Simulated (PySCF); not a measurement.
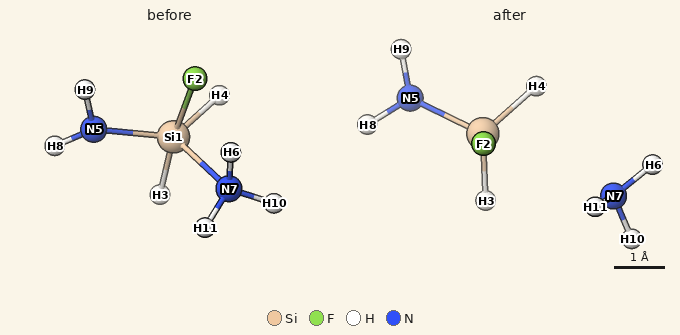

The structure of SiN2H7F (started from a transition state, displaced along its imaginary mode) before (left) and after (right) a relaxation, at one scale.

Style: ball-and-stick. Shown from a free direction.

Method: PySCF 2.14.0, RKS PBE0-D4/def2-TZVP, density fitting. 

What changed between the two?

Answer. The relaxation stopped without meeting its thresholds, so the last structure isn't shown to be converged. Over 89 geometry steps the energy falls by 1.192 eV. The largest moves after the best rigid fit, 1.74 Å, are those of F2 and H6. Largest moves by element: F 1.74 Å, H 1.73 Å, N 1.06 Å, Si 0.72 Å. Near-neighbour distances that change, for instance: Si1–H6 2.106 → 3.566 Å, Si1–N7 1.928 → 2.997 Å, Si1–F2 1.908 → 1.613 Å, H6–N7 0.917 → 1.013 Å. Bonds break: Si1–N7 (1.93 → 3.00 Å). Among the angles between lasting bonds that change: F2–Si1–H3 168.9° → 107.6°, H4–Si1–N5 135.2° → 106.1°, F2–Si1–N5 85.1° → 111.7°.
